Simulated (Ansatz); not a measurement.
**Phonons of LaAgPt in the AlB2 type**

The plan: relax LaAgPt in the AlB2 type, check its phonons, and, if the lattice is stable, compute its Eliashberg function and ρ(T).

Program: Ansatz 0.2.0. Level of theory: DFT LDA, scalar-relativistic, plane waves, PAW; PAW set soft_1. Results are calculated unless marked as measured.

The structure was built from a prototype and need not be the compound's stable phase.

### 1. Starting point

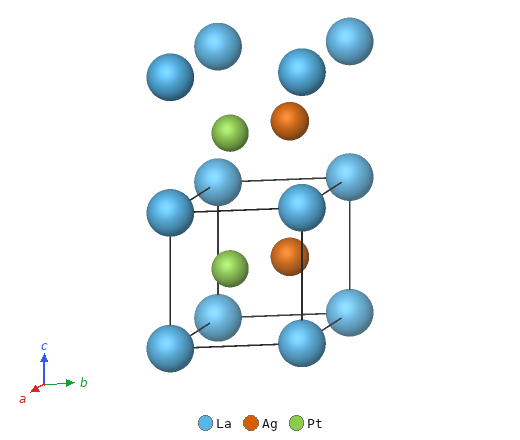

The cell as given, slightly off an axis (lanthanum blue, silver orange, platinum green). 1×1×2 cells are drawn. Some periodic images of atoms are drawn too.

As a file:

```cif
data_structure
_symmetry_space_group_name_H-M 'P 1'
_symmetry_Int_Tables_number 1
_cell_length_a 4.2363
_cell_length_b 4.2363
_cell_length_c 4.4481
_cell_angle_alpha 90.000
_cell_angle_beta 90.000
_cell_angle_gamma 120.000
_cell_volume 69.13
loop_
_atom_site_label
_atom_site_type_symbol
_atom_site_fract_x
_atom_site_fract_y
_atom_site_fract_z
_atom_site_occupancy
La1 La 0.00000 0.00000 0.00000 1
Ag2 Ag 0.33333 0.66667 0.50000 1
Pt3 Pt 0.66667 0.33333 0.50000 1
```

### 2. Relaxing cell and atoms

The structure is brought to rest under this functional.

Input file input.yaml:

```yaml
crystal:
  lattice:
    - [4.23631, 0.0, 0.0]
    - [-2.11816, 3.66876, 0.0]
    - [0.0, 0.0, 4.44813]
  atoms:
    - { symbol: La, position: [0.0, 0.0, 0.0] }
    - { symbol: Ag, position: [0.33333333, 0.66666667, 0.5] }
    - { symbol: Pt, position: [0.66666667, 0.33333333, 0.5] }
kpoints:
  mp_grid: { grid: [9, 9, 8] }
hamiltonian:
  xc: lda
  pseudopotentials: { kind: paw, azcp: { folder: soft_1 }, xc_functional: pbe }
scf:
  occupations: { method: gaussian, width: 0.1 }
output:
  forces: true
  stress: true
  eigenvalues: true
relax:
  adjacent_minimum: "off"
  f_tol: 0.005
  max_steps: 80
  cell: { stress_tol: 0.05 }
```

Launch:

```
$ ansatz run input.yaml --threads 4 --pin off --max-ram 12288MiB --backend cpu --events-out ev --progress --plain --runs-dir out
```

Numbers of over 12 decimals in the logs are rounded to 6 here.

Output:

```text
Engine: ansatz 0.2.0, aarch64-unknown-linux-gnu
Pseudopotentials: kind: paw
Pseudopotential: La, paw, valence charge 11, recommended cutoff 420 eV (normal), soft_1/La.paw.azcp
Pseudopotential: Ag, paw, valence charge 19, recommended cutoff 420 eV (normal), soft_1/Ag.paw.azcp
Pseudopotential: Pt, paw, valence charge 18, recommended cutoff 420 eV (normal), soft_1/Pt.paw.azcp
Functional definition: SPW92
  exchange = slater_x
  correlation = pw_c
Crystal: 3 atoms, lattice volume = 69.133 Å³
Basis set: ecut = 420 eV, 1353 PW (Γ)
Bands: 29, of which v1, the nominal top of the filled ones, is band 24 counted from 1 (23 counted from 0)
Symmetry: 12 space group operations
Space group: P-6m2 (ITA 187), of the structure as read, at distance tolerance 4.1e-5 Å
k-points: 60 of 648 (time reversal used)
Non-local potential: La, projectors of the file, l = 0: 3, l = 1: 2, l = 2: 2, l = 3: 3
Non-local potential: Ag, projectors of the file, l = 0: 3, l = 1: 2, l = 2: 2, l = 3: 1
Non-local potential: Pt, projectors of the file, l = 0: 3, l = 1: 2, l = 2: 2, l = 3: 1
PAW form: soft (Blöchl's): semilocal exchange-correlation on the pseudo side does not see the compensation charge
PAW frozen core: La, regenerated for the run's functional, and the local potential with it (the file was generated under x = pbe(κ = 0.804, μ = 0.219515), c = pbe(β = 0.066725))
PAW frozen core: Ag, regenerated for the run's functional, and the local potential with it (the file was generated under x = pbe(κ = 0.804, μ = 0.219515), c = pbe(β = 0.066725))
PAW frozen core: Pt, regenerated for the run's functional, and the local potential with it (the file was generated under x = pbe(κ = 0.804, μ = 0.219515), c = pbe(β = 0.066725))
PAW one-centre angular grid: La, 590 points (default); XC on 64 Gauss nodes
PAW one-centre angular grid: Ag, 590 points (default); XC on 64 Gauss nodes
PAW one-centre angular grid: Pt, 590 points (default); XC on 64 Gauss nodes
Initial density: superposition of atomic densities (chi_scale 0.1, normalization cell, long waves kept (reshape's long-wave potential 0.00 eV rms))
Initial wavefunctions: pseudopotential atomic-orbital guess
Functional: x = slater, c = lda
SCF iter   1: F=—  HF=-25793.091829 eV  |F-HF|=—  |Δ(HF+E_count)|=         —  Δρ=4.73e-1  dr2=3.04e2  ethr=3.10e-3  ⟨swp⟩=5.0  Hψ=12447  notcnv=0
automatic band count: the SCF goes on with 34 bands, as 29 were too few: the levels above may hold too much charge
preconditioner: auto → Kerker (q_TF=auto, 2.567 Å⁻¹)  [metal: Δε(μ)=0.001 eV  Ē_g=6.311 eV  σ=0.100 eV  W_gap=0.01  n_scr=20 (ndim 8)  ℏωp=24.5 eV  f_vac=0.000  D(μ)=31.42/eV (n_scr^D=876)]
SCF iter   2: F=—  HF=-25784.634862 eV  |F-HF|=—  |Δ(HF+E_count)|=    8.46e0  Δρ=2.21e-1  dr2=6.36e1  ethr=3.10e-3  ⟨swp⟩=3.0  Hψ=4561  notcnv=0  defer=67
SCF iter   3: F=—  HF=-25782.564069 eV  |F-HF|=—  |Δ(HF+E_count)|=    2.07e0  Δρ=9.15e-2  dr2=9.01e0  ethr=3.10e-3  ⟨swp⟩=3.0  Hψ=3713  notcnv=0  defer=27
SCF iter   4: F=—  HF=-25782.179252 eV  |F-HF|=—  |Δ(HF+E_count)|=   3.85e-1  Δρ=4.91e-2  dr2=2.58e0  ethr=3.10e-3  ⟨swp⟩=2.4  Hψ=2850  notcnv=0  defer=2
SCF iter   5: F=—  HF=-25781.991922 eV  |F-HF|=—  |Δ(HF+E_count)|=   1.87e-1  Δρ=2.50e-2  dr2=6.97e-1  ethr=3.10e-3  ⟨swp⟩=2.0  Hψ=2583  notcnv=0  defer=7
SCF iter   6: F=—  HF=-25781.917646 eV  |F-HF|=—  |Δ(HF+E_count)|=   7.43e-2  Δρ=1.59e-2  dr2=2.63e-1  ethr=1.45e-3  ⟨swp⟩=2.0  Hψ=2676  notcnv=0  defer=20
SCF iter   7: F=—  HF=-25781.858750 eV  |F-HF|=—  |Δ(HF+E_count)|=   5.89e-2  Δρ=5.35e-3  dr2=2.50e-2  ethr=5.48e-4  ⟨swp⟩=2.4  Hψ=3230  notcnv=0  defer=33
SCF iter   8: F=—  HF=-25781.850186 eV  |F-HF|=—  |Δ(HF+E_count)|=   8.56e-3  Δρ=1.16e-3  dr2=6.98e-4  ethr=5.21e-5  ⟨swp⟩=2.3  Hψ=3734  notcnv=0  defer=65
SCF iter   9: F=—  HF=-25781.850505 eV  |F-HF|=—  |Δ(HF+E_count)|=   3.18e-4  Δρ=1.33e-3  dr2=2.02e-3  ethr=1.45e-6  ⟨swp⟩=2.0  Hψ=3901  notcnv=0  defer=73
SCF iter  10: F=—  HF=-25781.849988 eV  |F-HF|=—  |Δ(HF+E_count)|=   5.17e-4  Δρ=5.48e-4  dr2=3.15e-4  ethr=1.45e-6  ⟨swp⟩=2.0  Hψ=3395  notcnv=0  defer=73
SCF iter  11: F=—  HF=-25781.849895 eV  |F-HF|=—  |Δ(HF+E_count)|=   9.25e-5  Δρ=1.04e-4  dr2=9.96e-6  ethr=6.55e-7  ⟨swp⟩=2.0  Hψ=2853  notcnv=0  defer=73
SCF iter  12: F=—  HF=-25781.849903 eV  |F-HF|=—  |Δ(HF+E_count)|=   7.59e-6  Δρ=2.51e-5  dr2=6.82e-7  ethr=2.07e-8  ⟨swp⟩=2.0  Hψ=3070  notcnv=0  defer=66
SCF iter  13: F=-25781.849903 eV  HF=-25781.849903 eV  |F-HF|=1.21e-8  |Δ(HF+E_count)|=   2.28e-7  Δρ=3.38e-6  dr2=1.45e-8  ethr=2.08e-10  ⟨swp⟩=7.3  Hψ=9752  notcnv=0
SCF 1 converged in 13 iterations: F = -25781.849903 eV  dr2 = 1.45e-8
  greatest PAW one-centre occupation: 1.001 electrons in one spin orbital (limit 2), on the Ag atom at site 1 (counted from 0), in its partial waves of l = 0
relax step   1: F+E_penalty+E_count = -25781.84990272 eV  Δ(F+E_penalty+E_count) = +0.000e0 eV  max|allowed force component| = 1.927e-16 eV/Å  Δτ_max = 0.0000 Å  P = +5.136 GPa  Ω = 69.133 Å³  (13 SCF iters, dr2 threshold 1.00e-7 eV, accepted)
Crystal: 3 atoms, lattice volume = 70.601 Å³
Basis set: ecut = 420 eV, 1389 PW (Γ)
Bands: 34, of which v1, the nominal top of the filled ones, is band 24 counted from 1 (23 counted from 0)
Initial density: handed on by an earlier stage of this run
Initial wavefunctions: those handed on with the density
iter 1 solved again at ethr=1.14e-4 eV; its pass at ethr=3.10e-3 eV (dr2=5.49e-2 eV) is discarded
SCF iter   1: F=—  HF=-25782.293248 eV  |F-HF|=—  |Δ(HF+E_count)|=         —  Δρ=6.65e-3  dr2=5.33e-2  ethr=1.14e-4  ⟨swp⟩=2.0  Hψ=12129  notcnv=0
preconditioner: auto → Kerker (q_TF=auto, 2.558 Å⁻¹)  [metal: Δε(μ)=0.045 eV  Ē_g=8.034 eV  σ=0.100 eV  W_gap=0.25  n_scr=20 (ndim 8)  ℏωp=24.2 eV  f_vac=0.000  D(μ)=2.03/eV (n_scr^D=20)]
SCF iter   2: F=—  HF=-25782.283121 eV  |F-HF|=—  |Δ(HF+E_count)|=   1.01e-2  Δρ=3.15e-3  dr2=1.00e-2  ethr=1.11e-4  ⟨swp⟩=2.4  Hψ=2949  notcnv=0
SCF iter   3: F=—  HF=-25782.280550 eV  |F-HF|=—  |Δ(HF+E_count)|=   2.57e-3  Δρ=1.27e-3  dr2=2.47e-3  ethr=2.09e-5  ⟨swp⟩=1.9  Hψ=2789  notcnv=0
SCF iter   4: F=—  HF=-25782.279873 eV  |F-HF|=—  |Δ(HF+E_count)|=   6.77e-4  Δρ=2.94e-4  dr2=8.79e-5  ethr=5.14e-6  ⟨swp⟩=2.0  Hψ=2617  notcnv=0
SCF iter   5: F=—  HF=-25782.279860 eV  |F-HF|=—  |Δ(HF+E_count)|=   1.33e-5  Δρ=1.70e-4  dr2=2.71e-5  ethr=1.83e-7  ⟨swp⟩=2.0  Hψ=3293  notcnv=0
SCF iter   6: F=—  HF=-25782.279854 eV  |F-HF|=—  |Δ(HF+E_count)|=   5.67e-6  Δρ=5.27e-5  dr2=2.44e-6  ethr=5.65e-8  ⟨swp⟩=2.0  Hψ=2816  notcnv=0
SCF iter   7: F=-25782.279854 eV  HF=-25782.279854 eV  |F-HF|=4.16e-8  |Δ(HF+E_count)|=   3.09e-7  Δρ=1.13e-5  dr2=1.14e-7  ethr=6.25e-10  ⟨swp⟩=5.1  Hψ=10516  notcnv=0
SCF 2 converged in 7 iterations: F = -25782.279854 eV  dr2 = 1.14e-7
relax step   2: F+E_penalty+E_count = -25782.27985359 eV  Δ(F+E_penalty+E_count) = -4.300e-1 eV  max|allowed force component| = 8.481e-17 eV/Å  Δτ_max = 0.0000 Å  P = -0.712 GPa  Ω = 70.601 Å³  energy of the carried Pulay correction = -4.361e-4 eV  (7 SCF iters, dr2 threshold 3.00e-7 eV, accepted)
Crystal: 3 atoms, lattice volume = 68.340 Å³
Basis set: ecut = 420 eV, 1339 PW (Γ)
iter 1 solved again at ethr=1.12e-4 eV; its pass at ethr=3.10e-3 eV (dr2=5.38e-2 eV) is discarded
SCF iter   1: F=—  HF=-25782.474098 eV  |F-HF|=—  |Δ(HF+E_count)|=         —  Δρ=6.42e-3  dr2=5.30e-2  ethr=1.12e-4  ⟨swp⟩=2.0  Hψ=12527  notcnv=0
preconditioner: auto → Kerker (q_TF=auto, 2.572 Å⁻¹)  [metal: Δε(μ)=0.051 eV  Ē_g=7.986 eV  σ=0.100 eV  W_gap=0.28  n_scr=20 (ndim 8)  ℏωp=24.6 eV  f_vac=0.000  D(μ)=2.34/eV (n_scr^D=20)]
SCF iter   2: F=—  HF=-25782.464208 eV  |F-HF|=—  |Δ(HF+E_count)|=   9.89e-3  Δρ=2.71e-3  dr2=6.22e-3  ethr=1.10e-4  ⟨swp⟩=2.0  Hψ=2981  notcnv=0
SCF iter   3: F=—  HF=-25782.462842 eV  |F-HF|=—  |Δ(HF+E_count)|=   1.37e-3  Δρ=1.44e-3  dr2=2.04e-3  ethr=1.30e-5  ⟨swp⟩=2.1  Hψ=2902  notcnv=0
SCF iter   4: F=—  HF=-25782.462156 eV  |F-HF|=—  |Δ(HF+E_count)|=   6.86e-4  Δρ=4.89e-4  dr2=2.11e-4  ethr=4.26e-6  ⟨swp⟩=2.1  Hψ=3239  notcnv=0
SCF iter   5: F=—  HF=-25782.462103 eV  |F-HF|=—  |Δ(HF+E_count)|=   5.34e-5  Δρ=1.60e-4  dr2=2.34e-5  ethr=4.39e-7  ⟨swp⟩=2.0  Hψ=3344  notcnv=0
SCF iter   6: F=—  HF=-25782.462096 eV  |F-HF|=—  |Δ(HF+E_count)|=   6.34e-6  Δρ=3.77e-5  dr2=1.34e-6  ethr=4.87e-8  ⟨swp⟩=2.2  Hψ=3115  notcnv=0
SCF iter   7: F=-25782.462096 eV  HF=-25782.462096 eV  |F-HF|=1.40e-8  |Δ(HF+E_count)|=   1.82e-7  Δρ=9.65e-6  dr2=7.98e-8  ethr=6.25e-10  ⟨swp⟩=7.3  Hψ=10365  notcnv=0
SCF 3 converged in 7 iterations: F = -25782.462096 eV  dr2 = 7.98e-8
relax step   3: F+E_penalty+E_count = -25782.46209613 eV  Δ(F+E_penalty+E_count) = -1.822e-1 eV  max|allowed force component| = 5.243e-17 eV/Å  Δτ_max = 0.0000 Å  P = +0.503 GPa  Ω = 68.340 Å³  energy of the carried Pulay correction = -4.286e-5 eV  (7 SCF iters, dr2 threshold 3.00e-7 eV, accepted)
[...]
relax step   4: F+E_penalty+E_count = -25782.58245725 eV  Δ(F+E_penalty+E_count) = -1.204e-1 eV  max|allowed force component| = 3.084e-17 eV/Å  Δτ_max = 0.0000 Å  P = +0.456 GPa  Ω = 66.823 Å³  energy of the carried Pulay correction = +1.952e-4 eV  (7 SCF iters, dr2 threshold 3.00e-7 eV, accepted)
[...]
relax step   5: F+E_penalty+E_count = -25782.60817709 eV  Δ(F+E_penalty+E_count) = -2.572e-2 eV  max|allowed force component| = 7.401e-17 eV/Å  Δτ_max = 0.0000 Å  P = +0.343 GPa  Ω = 65.728 Å³  energy of the carried Pulay correction = +3.706e-4 eV  (7 SCF iters, dr2 threshold 3.00e-7 eV, accepted)
[...]
relax step   6: F+E_penalty+E_count = -25782.60841258 eV  Δ(F+E_penalty+E_count) = -2.355e-4 eV  max|allowed force component| = 7.401e-17 eV/Å  Δτ_max = 0.0000 Å  P = +0.017 GPa  Ω = 65.980 Å³  energy of the carried Pulay correction = +3.171e-4 eV  (6 SCF iters, dr2 threshold 3.00e-7 eV, accepted)
[...]
relax step   7: F+E_penalty+E_count = -25782.60993219 eV  Δ(F+E_penalty+E_count) = -1.520e-3 eV  max|allowed force component| = 6.785e-17 eV/Å  Δτ_max = 0.0000 Å  P = +0.058 GPa  Ω = 65.980 Å³  stress off target by 8.44e-2 GPa  SCF on the basis re-selected at this cell (its energy is not comparable with the rows above)  (7 SCF iters)
[...]
relax step   8: F+E_penalty+E_count = -25782.60994018 eV  Δ(F+E_penalty+E_count) = -7.996e-6 eV  max|allowed force component| = 4.934e-17 eV/Å  Δτ_max = 0.0000 Å  P = +0.006 GPa  Ω = 65.994 Å³  energy of the carried Pulay correction = -4.527e-6 eV  (4 SCF iters, dr2 threshold 1.78e-8 eV, accepted)
iter 1 solved again at ethr=3.00e-8 eV; its pass at ethr=3.10e-3 eV (dr2=1.44e-5 eV) is discarded
SCF iter   1: F=—  HF=-25782.609937 eV  |F-HF|=—  |Δ(HF+E_count)|=         —  Δρ=6.70e-5  dr2=6.33e-8  ethr=3.00e-8  ⟨swp⟩=3.0  Hψ=12649  notcnv=0
SCF iter   2: F=—  HF=-25782.609945 eV  |F-HF|=—  |Δ(HF+E_count)|=   8.76e-6  Δρ=3.40e-5  dr2=1.67e-8  ethr=1.32e-10  ⟨swp⟩=2.1  Hψ=3440  notcnv=0
SCF iter   3: F=—  HF=-25782.609946 eV  |F-HF|=—  |Δ(HF+E_count)|=   5.10e-7  Δρ=7.75e-7  dr2=5.75e-10  ethr=3.47e-11  ⟨swp⟩=1.0  Hψ=2040  notcnv=0
SCF iter   4: F=—  HF=-25782.609946 eV  |F-HF|=—  |Δ(HF+E_count)|=  7.28e-11  Δρ=2.68e-7  dr2=6.73e-11  ethr=1.20e-12  ⟨swp⟩=2.0  Hψ=2435  notcnv=0
SCF iter   5: F=-25782.609946 eV  HF=-25782.609946 eV  |F-HF|=3.64e-12  |Δ(HF+E_count)|=  1.09e-11  Δρ=9.46e-8  dr2=7.26e-12  ethr=1.00e-12  ⟨swp⟩=5.3  Hψ=8125  notcnv=0
SCF 9 converged in 5 iterations: F = -25782.609946 eV  dr2 = 7.26e-12
relax step   9: F+E_penalty+E_count = -25782.60994582 eV  Δ(F+E_penalty+E_count) = -5.640e-6 eV  max|allowed force component| = 4.934e-17 eV/Å  Δτ_max = 0.0000 Å  P = +0.006 GPa  Ω = 65.994 Å³  stress off target by 9.70e-3 GPa  SCF on the basis re-selected at this cell (its energy is not comparable with the rows above)  (5 SCF iters)
basis re-selected at this cell: Δ(F+E_penalty+E_count) = -5.640e-6 eV, ΔP = -0.000 GPa vs the last step (what re-selecting the basis moved, of the pressure what is left beyond the Pulay correction that the steps carried, after the strain that the cell walked since its last selection, with what the two solves' SCF thresholds leave and, on support functions, any second-order correction that the steps lacked; it is no m [...]
SCF converged after 5 iterations
Free energy (F): -25782.609946 eV
Harris-Foulkes:  -25782.609946 eV  (|F-HF|=3.64e-12)
Internal energy: -25782.603144 eV  (E = F + TS)
E sigma→0 (E₀):  -25782.606545 eV
Entropy (-TS):   -0.006802 eV (-2.267 meV/atom)
Fermi energy:    15.707797 eV
--- Per-component energies (eV) ---
  E_band       = -526.620352
  E_kinetic    = 1256.173638
  E_local      = -5111.346685  (includes V_loc(G=0)·N_el)
  E_nonlocal   = 341.765236
  E_hartree    = 2256.601800
  E_xc         = -532.890996
  E_vxc        = -619.492767  (∫ρ·V_xc dr)
  E_paw        = -18276.497996  (= ΣΔE_a)
  E_vpaw       = -906.924784  (= ΣTr[D̂ρ^β])
  E_aug_tail   = 0.001457  (compensation charges beyond the density's cutoff)
  E_ewald      = -5717.920140
  E_core_change = 1.510542  (= ΣΔE_core)
  E_smearing   = -0.006802  (= −TS)
  E_closure    = -0.000000  (closes the sum)
  Σ components = -25782.609946   (vs F -25782.609946, Δ=0.00e0)
--- Forces (eV/Å), atoms counted from 1 ---
  atom   1  La    -0.00000000     0.00000000     0.00000000
  atom   2  Ag     0.00000000    -0.00000000     0.00000000
  atom   3  Pt     0.00000000    -0.00000000     0.00000000
  max |Σ_I F_I| component: 9.25e-17 eV/Å
--- Stress (GPa, compression-positive) ---
        0.009703      -0.000000       0.000000
        0.000000       0.009703       0.000000
        0.000000       0.000000      -0.001228
  P = ⅓ Tr σ = 0.0061 GPa (0.061 kbar)
--- Band table (eV; the first three rows and the last of 60) ---
  k-point 0: bands = [... 20 lower, 12.5584, 13.3121, 13.3121, 16.0021, 16.0021, 16.5235, 17.6232, 17.6941, ... 6 higher]
  k-point 1: bands = [... 20 lower, 12.6178, 13.3356, 13.3356, 16.2624, 16.2624, 16.7518, 17.5080, 17.7160, ... 6 higher]
  k-point 2: bands = [... 20 lower, 13.0596, 13.3037, 13.3037, 16.7658, 16.8333, 16.8333, 17.3226, 17.6663, ... 6 higher]
  k-point 59: bands = [... 20 lower, 13.3285, 13.4528, 14.4006, 14.4299, 16.0470, 16.1606, 17.5189, 17.7647, ... 6 higher]
--- Relaxed structure (7 steps of the walk, 7 accepted, 2 SCFs on fresh bases) ---
  F+E_penalty+E_count = -25782.60994582 eV   max|allowed force component| = 4.934e-17 eV/Å   (the final SCF, on the basis selected at the relaxed cell)
  cell:  # Å, volume = 65.9942 Å³
    - [4.569172, 3.1135702298515252e-6, 0.0]
    - [-2.284589, 3.957017, 0.0]
    - [0.0, 0.0, 3.650060]
  atoms:
    - { symbol: La, position: [0, 0, 0.0] }
    - { symbol: Ag, position: [0.333333, 0.666667, 0.500000] }
    - { symbol: Pt, position: [0.666667, 0.333333, 0.500000] }
```

Run time: 46 s. Hardware: 4 threads of Arm Neoverse V1, shared host; peak memory 0.54 GiB.

Relaxation path:

```csv
step,energy less that of the first step (eV),largest force component (eV/Å),pressure (GPa),volume (Å³)
1,0.0000,0.0000,5.14,69.13
2,-0.4300,0.0000,-0.71,70.60
3,-0.6122,0.0000,0.50,68.34
4,-0.7326,0.0000,0.46,66.82
5,-0.7583,0.0000,0.34,65.73
6,-0.7585,0.0000,0.02,65.98
7*,-0.7600,0.0000,0.06,65.98
8,-0.7600,0.0000,0.01,65.99
9*,-0.7600,0.0000,0.01,65.99
```

Relaxation steps marked * repeat the geometry before them on a plane-wave basis chosen anew for their cell, so energy and pressure can jump there.

Forces are held to the 12 operations that the run works with; a distortion that breaks them can't arise in this run.

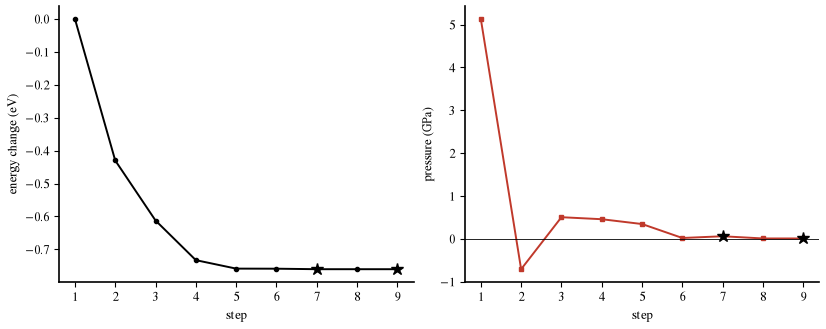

Energy and pressure along the relaxation. Stars mark steps on a basis chosen anew.

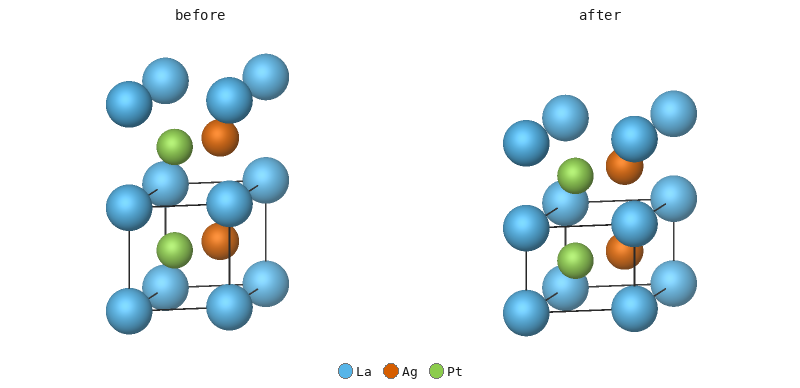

The structure before and after the relaxation, drawn at the same scale.

```
     cell as run  before  after   change
           a (Å)   4.236  4.569   +7.9 %
           b (Å)   4.236  4.569   +7.9 %
           c (Å)   4.448  3.650  -17.9 %
volume (Å³/atom)   23.04  22.00   -4.5 %
```

The relaxed structure:

```
La Ag Pt
1.0
     4.56917    0.00000    0.00000
    -2.28459    3.95702    0.00000
     0.00000    0.00000    3.65006
La Ag Pt
1 1 1
Direct
  0.00000 0.00000 0.00000
  0.33333 0.66667 0.50000
  0.66667 0.33333 0.50000
```

This step gave:

* pressure: 0.006060 GPa
* volume per atom: 22.00 Å³/atom
* metallic on mesh: yes
* gap on the k-mesh: 0 eV

The largest force is now zero by symmetry and the largest stress component 0.0097 GPa.

### 3. Tight relaxation

No force is left; the cell is relaxed once more with another smearing and tight thresholds.

input.yaml, the sections that differ from step 2:

```yaml
crystal:
  lattice:
    - [4.5691718332, 3.1136e-06, 0.0]
    - [-2.284588613, 3.957017325, 0.0]
    - [0.0, 0.0, 3.6500596295]
  atoms:
    - { symbol: La, position: [0.0, 0.0, 0.0] }
    - { symbol: Ag, position: [0.3333333333, 0.6666666667, 0.5] }
    - { symbol: Pt, position: [0.6666666667, 0.3333333333, 0.5] }
scf:
  occupations: { method: methfessel_paxton, width: 0.2 }
relax:
  adjacent_minimum: "off"
  f_tol: 0.001
  max_steps: 60
  cell: { stress_tol: 0.01 }
# kpoints, hamiltonian, output: as in step 2
```

Output:

```text
[the first part of the log is left out]
  E_paw        = -18276.516107  (= ΣΔE_a)
  E_vpaw       = -906.959283  (= ΣTr[D̂ρ^β])
  E_aug_tail   = 0.001456  (compensation charges beyond the density's cutoff)
  E_ewald      = -5718.362094
  E_core_change = 1.510542  (= ΣΔE_core)
  E_smearing   = 0.004398  (= −TS)
  E_closure    = -0.000000  (closes the sum)
  Σ components = -25782.604598   (vs F -25782.604598, Δ=0.00e0)
[...]
--- Stress (GPa, compression-positive) ---
        0.009058      -0.000000       0.000000
       -0.000000       0.009058       0.000000
        0.000000       0.000000       0.003156
  P = ⅓ Tr σ = 0.0071 GPa (0.071 kbar)
--- Band table (eV; the first three rows and the last of 60) ---
[...]
--- Relaxed structure (2 steps of the walk, 2 accepted, 1 SCFs on fresh bases) ---
[...]
cell:  # Å, volume = 65.9826 Å³
    - [4.569173, 3.113567733629432e-6, 0]
    - [-2.284589, 3.957018, 0]
    - [0, 0, 3.649417]
  atoms:
    - { symbol: La, position: [0, 0, 0] }
    - { symbol: Ag, position: [0.333333, 0.666667, 0.500000] }
    - { symbol: Pt, position: [0.666667, 0.333333, 0.500000] }
```

Run time: 16 s. Hardware: 4 threads; peak memory 0.52 GiB.

Little changed from the start: no atom moved by 0.005 Å and no cell edge by 0.1 %.

Numbers from this step:

| Property | Result |
| --- | --- |
| pressure | 0.007091 GPa |
| volume per atom | 21.99 Å³/atom |

The largest force is now zero by symmetry and the largest stress component 0.0091 GPa, small enough for phonons.

(Continued in part 2 of 2.)

[Logs are printed without paths, hosts, clocks, repeated set-up lines and the standing remarks that a program may print on its own settings, such as how far it seeks lower states.]

[Hosts, paths, dates, database ids (printed as entryN), source tags and the programs' standing remarks are cut or masked in the printed files.]
